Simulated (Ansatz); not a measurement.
**Geometry relaxation, with input and output: SiH$_{3}$OF$_{3}$ (part 1 of 2)**

SiH$_{3}$OF$_{3}$, computed with RKS PBE0-D4/def2-TZVP (Ansatz 0.2.0).

The geometry is a transition state displaced along its imaginary mode. The reaction was set up to form Si1–O7 and H2–H6 and to break Si1–H2 and H6–O7 (atoms counted from 1 in the order of the input); sticks are drawn by distance alone. Figures and captions count atoms from 1; the log counts them from 0 in places.

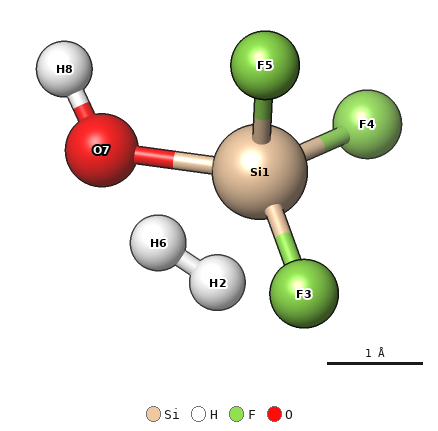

The starting structure (ball-and-stick view, seen at a tilt; atoms are numbered from 1 in the order of the input). Bond lengths as drawn: F–Si 1.57 to 1.60 Å, H–H 0.75 Å, H–O 0.94 Å and O–Si 1.72 Å.

### Input file
```yaml
crystal:
  periodic: [false, false, false]
  atoms:
    - {symbol: Si, position_ang: [-0.403131, 0.355418, -0.111313]}
    - {symbol: H, position_ang: [-0.367401, -1.455464, -0.150025]}
    - {symbol: F, position_ang: [-1.156576, 0.260485, -1.518696]}
    - {symbol: F, position_ang: [-1.408338, 0.187271, 1.108042]}
    - {symbol: F, position_ang: [-0.087727, 1.894481, -0.032706]}
    - {symbol: H, position_ang: [0.347753, -1.302286, 0.022188]}
    - {symbol: O, position_ang: [1.232503, -0.168358, 0.040084]}
    - {symbol: H, position_ang: [1.842918, 0.228252, 0.642427]}
basis:
  gaussian: {orbitals: def2-TZVP}
hamiltonian: {xc: pbe0, dispersion: d4}
relax: {f_tol: 0.005, max_steps: 200}
```

Run as:
```bash
ansatz run in.yaml --threads 4 --pin off --events-out ev --progress --plain --max-ram 9574MiB
```

### What the program printed
```
Functional definition: PBE0
  name "PBE0"
  cite "Adamo & Barone, J. Chem. Phys. 110, 6158 (1999) doi:10.1063/1.478522"
  cite "Perdew, Burke & Ernzerhof, Phys. Rev. Lett. 77, 3865 (1996) doi:10.1103/PhysRevLett.77.3865"
  parent pbe
  parameter a = 0.25
  parameter kappa = 0.804
  parameter beta = 0.06672455060314922
  exchange = (1 - a)*pbe_x(kappa = kappa, mu = beta*pi^2/3) + a*exact_x
  correlation = pbe_c(beta = beta)
1019 factors; their error is unknown
mean field evaluation 1: about -18113.9195 eV, gradient 6.9e1 eV
mean field evaluation 2: about -18105.7937 eV, gradient 1.0e2 eV
mean field evaluation 4: about -18120.3903 eV, gradient 3.9e0 eV
mean field evaluation 8: about -18120.4158 eV, gradient 3.9e-2 eV
mean field evaluation 16: about -18120.4833 eV, gradient 8.0e-5 eV
mean field -18120.48332064 eV, -665.9154795288 hartree, gradient 2.4e-5 eV, S^2 0.000000; 0 other end points of the search recorded, 0 dependent functions left out
the calculation of the forces begins
reference -18120.48334405 eV, -665.9154803891 hartree; 26, 26 occupied and 153, 153 virtual orbitals, 1019 factors
relax step   1: F+E_penalty+E_count = -18120.59121624 eV  Δ(F+E_penalty+E_count) = +0.000e0 eV  max|allowed force component| = 2.235e0 eV/Å  Δτ_max = 0.0000 Å  (27 SCF iters, accepted)
these checks for a lower state are left out or cut short: starts, cluster_reference, orbital_swaps, neighbouring_geometries, increment
1019 factors; their error is unknown
mean field -18121.03016845 eV, -665.9355758150 hartree, gradient 2.7e-5 eV, S^2 0.000000; 0 other end points of the search recorded, 0 dependent functions left out
[... from here on the field's lines of each further geometry are left out, up to the last ...]
relax step   2: F+E_penalty+E_count = -18121.13873756 eV  Δ(F+E_penalty+E_count) = -5.475e-1 eV  max|allowed force component| = 1.348e0 eV/Å  Δτ_max = 0.1606 Å  (28 SCF iters, accepted)
relax step   3: F+E_penalty+E_count = -18121.70046671 eV  Δ(F+E_penalty+E_count) = -5.617e-1 eV  max|allowed force component| = 1.613e0 eV/Å  Δτ_max = 0.1949 Å  (36 SCF iters, accepted)
relax step   4: F+E_penalty+E_count = -18122.02809473 eV  Δ(F+E_penalty+E_count) = -3.276e-1 eV  max|allowed force component| = 8.868e-1 eV/Å  Δτ_max = 0.1947 Å  (29 SCF iters, accepted)
relax step   5: F+E_penalty+E_count = -18122.18824953 eV  Δ(F+E_penalty+E_count) = -1.602e-1 eV  max|allowed force component| = 3.825e-1 eV/Å  Δτ_max = 0.1947 Å  (30 SCF iters, accepted)
relax step   6: F+E_penalty+E_count = -18122.26434399 eV  Δ(F+E_penalty+E_count) = -7.609e-2 eV  max|allowed force component| = 2.935e-1 eV/Å  Δτ_max = 0.1930 Å  (30 SCF iters, accepted)
relax step   7: F+E_penalty+E_count = -18122.29363137 eV  Δ(F+E_penalty+E_count) = -2.929e-2 eV  max|allowed force component| = 1.905e-1 eV/Å  Δτ_max = 0.2000 Å  (29 SCF iters, accepted)
relax step   8: F+E_penalty+E_count = -18122.30421927 eV  Δ(F+E_penalty+E_count) = -1.059e-2 eV  max|allowed force component| = 2.226e-1 eV/Å  Δτ_max = 0.1249 Å  (29 SCF iters, accepted)
relax step   9: F+E_penalty+E_count = -18122.30822921 eV  Δ(F+E_penalty+E_count) = -4.010e-3 eV  max|allowed force component| = 7.381e-2 eV/Å  Δτ_max = 0.0779 Å  (31 SCF iters, accepted)
relax step  10: F+E_penalty+E_count = -18122.30949408 eV  Δ(F+E_penalty+E_count) = -1.265e-3 eV  max|allowed force component| = 1.121e-1 eV/Å  Δτ_max = 0.0613 Å  (31 SCF iters, accepted)
relax step  11: F+E_penalty+E_count = -18122.31007290 eV  Δ(F+E_penalty+E_count) = -5.788e-4 eV  max|allowed force component| = 1.190e-1 eV/Å  Δτ_max = 0.0312 Å  (31 SCF iters, accepted)
relax step  12: F+E_penalty+E_count = -18122.31066889 eV  Δ(F+E_penalty+E_count) = -5.960e-4 eV  max|allowed force component| = 6.958e-2 eV/Å  Δτ_max = 0.0347 Å  (31 SCF iters, accepted)
relax step  13: F+E_penalty+E_count = -18122.31108370 eV  Δ(F+E_penalty+E_count) = -4.148e-4 eV  max|allowed force component| = 7.918e-2 eV/Å  Δτ_max = 0.0213 Å  (31 SCF iters, accepted)
relax step  14: F+E_penalty+E_count = -18122.31117847 eV  Δ(F+E_penalty+E_count) = -9.477e-5 eV  max|allowed force component| = 2.020e-1 eV/Å  Δτ_max = 0.0543 Å  (30 SCF iters, accepted)
relax step  15: F+E_penalty+E_count = -18122.31239730 eV  Δ(F+E_penalty+E_count) = -1.219e-3 eV  max|allowed force component| = 9.658e-2 eV/Å  Δτ_max = 0.0345 Å  (31 SCF iters, accepted)
relax step  16: F+E_penalty+E_count = -18122.31335934 eV  Δ(F+E_penalty+E_count) = -9.620e-4 eV  max|allowed force component| = 5.348e-3 eV/Å  Δτ_max = 0.0400 Å  (30 SCF iters, accepted)
relax step  17: F+E_penalty+E_count = -18122.31347768 eV  Δ(F+E_penalty+E_count) = -1.183e-4 eV  max|allowed force component| = 6.222e-3 eV/Å  Δτ_max = 0.0181 Å  (31 SCF iters, accepted)
relax step  18: F+E_penalty+E_count = -18122.30222109 eV  Δ(F+E_penalty+E_count) = +1.126e-2 eV  max|allowed force component| = 7.977e-1 eV/Å  Δτ_max = 0.1159 Å  (29 SCF iters, rejected (line search))
relax step  19: F+E_penalty+E_count = -18122.31353886 eV  Δ(F+E_penalty+E_count) = -6.118e-5 eV  max|allowed force component| = 1.110e-2 eV/Å  Δτ_max = 0.0089 Å  (31 SCF iters, accepted)
relax step  20: F+E_penalty+E_count = -18122.31263194 eV  Δ(F+E_penalty+E_count) = +9.069e-4 eV  max|allowed force component| = 2.506e-1 eV/Å  Δτ_max = 0.0626 Å  (30 SCF iters, rejected (line search))
relax step  21: F+E_penalty+E_count = -18122.31362766 eV  Δ(F+E_penalty+E_count) = -8.880e-5 eV  max|allowed force component| = 7.388e-3 eV/Å  Δτ_max = 0.0191 Å  (31 SCF iters, accepted)
relax step  22: F+E_penalty+E_count = -18122.31334108 eV  Δ(F+E_penalty+E_count) = +2.866e-4 eV  max|allowed force component| = 1.498e-1 eV/Å  Δτ_max = 0.0492 Å  (30 SCF iters, rejected (line search))
relax step  23: F+E_penalty+E_count = -18122.31369730 eV  Δ(F+E_penalty+E_count) = -6.963e-5 eV  max|allowed force component| = 4.735e-3 eV/Å  Δτ_max = 0.0173 Å  (32 SCF iters, accepted)
relax step  24: F+E_penalty+E_count = -18122.31372704 eV  Δ(F+E_penalty+E_count) = -2.974e-5 eV  max|allowed force component| = 4.720e-2 eV/Å  Δτ_max = 0.0244 Å  (30 SCF iters, accepted)
relax step  25: F+E_penalty+E_count = -18122.31376106 eV  Δ(F+E_penalty+E_count) = -3.402e-5 eV  max|allowed force component| = 2.011e-2 eV/Å  Δτ_max = 0.0018 Å  (23 SCF iters, accepted)
relax step  26: F+E_penalty+E_count = -18122.31379250 eV  Δ(F+E_penalty+E_count) = -3.145e-5 eV  max|allowed force component| = 9.883e-4 eV/Å  Δτ_max = 0.0098 Å  (32 SCF iters, accepted)
relax step  27: F+E_penalty+E_count = -18122.31381770 eV  Δ(F+E_penalty+E_count) = -2.519e-5 eV  max|allowed force component| = 2.904e-2 eV/Å  Δτ_max = 0.0244 Å  (30 SCF iters, accepted)
relax step  28: F+E_penalty+E_count = -18122.31383731 eV  Δ(F+E_penalty+E_count) = -1.962e-5 eV  max|allowed force component| = 1.567e-2 eV/Å  Δτ_max = 0.0085 Å  (32 SCF iters, accepted)
relax step  29: F+E_penalty+E_count = -18122.31385354 eV  Δ(F+E_penalty+E_count) = -1.623e-5 eV  max|allowed force component| = 3.984e-3 eV/Å  Δτ_max = 0.0091 Å  (31 SCF iters, accepted)
relax step  30: F+E_penalty+E_count = -18122.31386520 eV  Δ(F+E_penalty+E_count) = -1.166e-5 eV  max|allowed force component| = 1.450e-2 eV/Å  Δτ_max = 0.0169 Å  (31 SCF iters, accepted)
relax step  31: F+E_penalty+E_count = -18122.31387097 eV  Δ(F+E_penalty+E_count) = -5.772e-6 eV  max|allowed force component| = 8.842e-3 eV/Å  Δτ_max = 0.0046 Å  (23 SCF iters, accepted)
the calculation of the forces begins
reference -18122.20556393 eV, -665.9787708022 hartree; 26, 26 occupied and 153, 153 virtual orbitals, 1019 factors
relax step  32: F+E_penalty+E_count = -18122.31387695 eV  Δ(F+E_penalty+E_count) = -5.984e-6 eV  max|allowed force component| = 2.721e-3 eV/Å  Δτ_max = 0.0085 Å  (32 SCF iters, accepted)
```

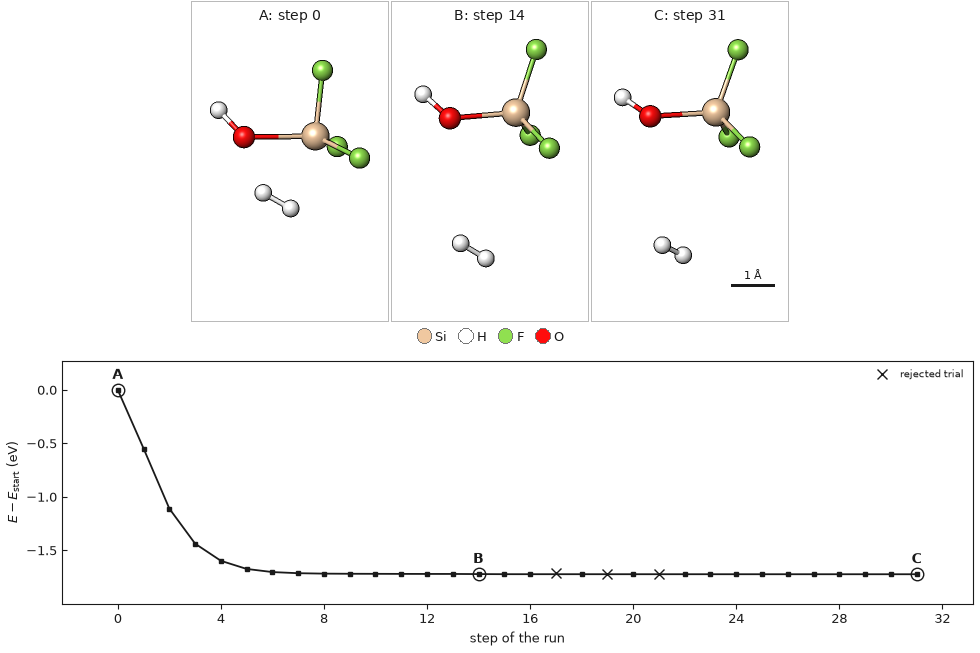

Frames of the relaxation (ball-and-stick view, seen at a tilt) above the curves, on which the letters mark them (the first geometry is step 0 here and step 1 in the log).

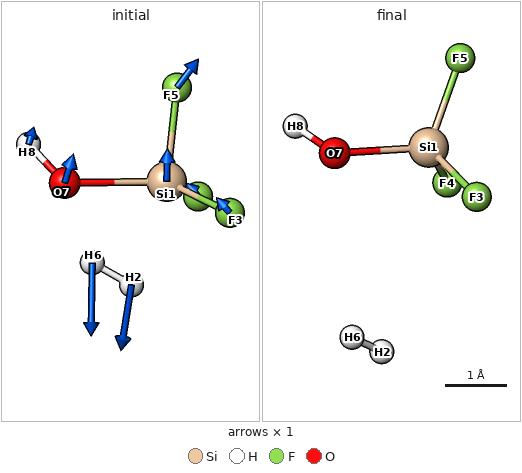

Before (left) and after (right) the relaxation, at one scale (ball-and-stick view, seen at a tilt). The blue arrows give the displacements, at true length. The largest move after the best rigid fit is that of H6, 1.24 Å. Largest moves by element: H 1.24 Å, F 0.62 Å, Si 0.57 Å, O 0.53 Å. Among the contacts that change: Si1–O7 1.724 → 1.605 Å, Si1–F3 1.599 → 1.565 Å, Si1–F4 1.589 → 1.572 Å, O7–H8 0.945 → 0.958 Å. Among the angles that change: F5–Si1–O7 95.9° → 112.3°, F3–Si1–O7 120.4° → 107.7°, F4–Si1–O7 120.0° → 112.6°. Over 31 geometry steps the energy falls by 1.723 eV. Largest force component: 2.2 eV/Å at the start, 0.0027 eV/Å at the end. The line search rejected the trial steps at points 17, 19, 21 (counted from 0) and went back. (Atoms are counted from 1 in the order of the input.)

```
1019 factors; their error is unknown
mean field -18122.20553765 eV, -665.9787698366 hartree, gradient 4.4e-5 eV, S^2 0.000000; 1 other end points of the search recorded, 0 dependent functions left out
the calculation of the forces begins
reference -18122.20556393 eV, -665.9787708022 hartree; 26, 26 occupied and 153, 153 virtual orbitals, 1019 factors
Total energy: -18122.31390323 eV, -665.9827521980 hartree
Atom 0 at    -0.211626     0.909138    -0.080695 Å, force    -0.000401    -0.001045     0.000860 eV/Å
Atom 1 at    -0.691727    -2.562468     0.003508 Å, force     0.002700     0.000573    -0.001078 eV/Å
Atom 2 at    -0.837162     0.484675    -1.450763 Å, force     0.000048     0.000405     0.000267 eV/Å
Atom 3 at    -1.122514     0.372871     1.082909 Å, force     0.000637     0.000553    -0.000801 eV/Å
Atom 4 at    -0.231333     2.478295     0.018474 Å, force    -0.000015    -0.000591    -0.000434 eV/Å
Atom 5 at    -0.014606    -2.472484    -0.297716 Å, force    -0.002721    -0.000565     0.000999 eV/Å
Atom 6 at     1.277682     0.314969    -0.020278 Å, force    -0.000161     0.001192     0.000466 eV/Å
Atom 7 at     1.831287     0.474803     0.744562 Å, force    -0.000086    -0.000522    -0.000278 eV/Å
Dipole moment:     0.349848    -0.012547     0.283303 e Å
```

### Trajectory as extended XYZ (Å, eV, eV/Å), 32 frames, from step=1 to step=32
```
8
Properties=species:S:1:pos:R:3:forces:R:3 step=1 energy=-18120.59122
Si   -0.4031    0.3554   -0.1113    1.0828   0.7185  -0.0700
H    -0.3674   -1.4555   -0.1500   -2.2353  -1.3199  -0.5301
F    -1.1566    0.2605   -1.5187    0.5956  -0.4541   0.8326
F    -1.4083    0.1873    1.1080    0.3742  -0.3908  -0.3865
F    -0.0877    1.8945   -0.0327   -0.1312   0.8425   0.0348
H     0.3478   -1.3023    0.0222    0.4559  -0.8657   0.1384
O     1.2325   -0.1684    0.0401   -0.6514   0.5844  -0.3712
H     1.8429    0.2283    0.6424    0.5094   0.8850   0.3519
8
Properties=species:S:1:pos:R:3:forces:R:3 step=2 energy=-18121.13874
Si   -0.3549    0.3850   -0.0937    1.1983   0.8237   0.0255
H    -0.4978   -1.5399   -0.1906    0.4960  -0.3513   0.1105
F    -1.0838    0.2103   -1.4959    0.4177  -0.1785   0.5379
F    -1.3564    0.1568    1.1132    0.2669  -0.1939  -0.2530
F    -0.1006    1.9451   -0.0267   -0.2145   0.3836   0.0163
H     0.2648   -1.3527   -0.0044   -1.3253  -1.3476  -0.3010
O     1.2558   -0.1329    0.0622   -0.7122   0.4963   0.0130
H     1.8728    0.3281    0.6358   -0.1268   0.3679  -0.1491
8
Properties=species:S:1:pos:R:3:forces:R:3 step=3 energy=-18121.70047
Si   -0.2919    0.4599   -0.0711    0.2176   1.1251   0.0109
H    -0.5881   -1.6898   -0.2209    1.2350  -0.0661   0.3038
F    -0.9908    0.1972   -1.4640    0.2785  -0.0541   0.3168
F    -1.2941    0.1557    1.1130    0.2245  -0.0874  -0.2098
F    -0.1144    2.0405   -0.0136   -0.1664  -0.1351   0.0140
H     0.1751   -1.5232   -0.0343   -1.6134  -1.1049  -0.3814
O     1.2420   -0.0848    0.0881    0.0174   0.2670   0.1771
H     1.8623    0.4444    0.6027   -0.1932   0.0554  -0.2313
8
Properties=species:S:1:pos:R:3:forces:R:3 step=4 energy=-18122.02810
Si   -0.2591    0.5413   -0.0605   -0.1344   0.8868   0.0331
H    -0.6236   -1.8216   -0.2276    0.2212  -0.2146   0.0527
F    -0.9355    0.2143   -1.4438    0.2263  -0.0387   0.1965
F    -1.2582    0.1669    1.1017    0.2041  -0.0217  -0.1644
F    -0.1359    2.1233   -0.0020   -0.0760  -0.1989   0.0159
H     0.1018   -1.7028   -0.0513   -0.3768  -0.5088  -0.0908
O     1.2438   -0.0346    0.1005   -0.0763   0.0417   0.0250
H     1.8667    0.5130    0.5830    0.0118   0.0541  -0.0679
8
Properties=species:S:1:pos:R:3:forces:R:3 step=5 energy=-18122.18825
Si   -0.2475    0.6327   -0.0519   -0.2176   0.3825   0.0209
H    -0.6360   -1.9678   -0.2331   -0.3556  -0.2098  -0.0854
F    -0.9034    0.2574   -1.4269    0.1351  -0.0186   0.0588
F    -1.2431    0.2095    1.0912    0.1266   0.0185  -0.0710
F    -0.1456    2.2083    0.0084   -0.0026  -0.0912   0.0189
H     0.0775   -1.8957   -0.0620    0.2642  -0.1955   0.0621
O     1.2276    0.0044    0.1076    0.0193   0.1717   0.0556
H     1.8704    0.5509    0.5666    0.0306  -0.0577  -0.0599
8
Properties=species:S:1:pos:R:3:forces:R:3 step=6 energy=-18122.26434
Si   -0.2402    0.7071   -0.0437    0.0227   0.0640   0.0005
H    -0.6733   -2.1296   -0.2478    0.1394  -0.0801   0.0331
F    -0.8803    0.3049   -1.4167    0.0872  -0.0148   0.0292
F    -1.2313    0.2629    1.0916    0.0624   0.0073  -0.0166
F    -0.1480    2.2793    0.0150    0.0094  -0.0194   0.0151
H     0.0568   -2.0869   -0.0777   -0.1780  -0.0982  -0.0421
O     1.2300    0.0586    0.1166   -0.0826   0.2935   0.0792
H     1.8864    0.6034    0.5627   -0.0604  -0.1522  -0.0985
8
Properties=species:S:1:pos:R:3:forces:R:3 step=7 energy=-18122.29363
Si   -0.2277    0.7910   -0.0405    0.0345  -0.1905  -0.0530
H    -0.7257   -2.3209   -0.2737   -0.0966  -0.0383  -0.0300
F    -0.8196    0.3366   -1.4204    0.0086   0.1322   0.0606
F    -1.1930    0.2633    1.0797   -0.0197   0.1116   0.0208
F    -0.2049    2.3616    0.0364   -0.0462  -0.0009  -0.0107
H    -0.0241   -2.2306   -0.0452    0.0998  -0.0352   0.0261
O     1.2444    0.1730    0.1048   -0.0225  -0.0965  -0.1029
H     1.9506    0.6257    0.5589    0.0422   0.1176   0.0891
8
Properties=species:S:1:pos:R:3:forces:R:3 step=8 energy=-18122.30422
Si   -0.2176    0.8120   -0.0490   -0.1190   0.2226   0.0113
H    -0.7374   -2.4401   -0.2383   -0.1667  -0.0314  -0.0344
F    -0.8300    0.3986   -1.4300    0.0192  -0.0419   0.0473
F    -1.1799    0.3163    1.0888    0.0056  -0.0371  -0.0313
F    -0.1894    2.3851    0.0383    0.0118  -0.0418  -0.0110
H    -0.0219   -2.3173   -0.0861    0.1711   0.0033   0.0319
O     1.2567    0.1983    0.0793   -0.0719  -0.1729  -0.1483
H     1.9195    0.6470    0.5971    0.1500   0.0991   0.1345
```
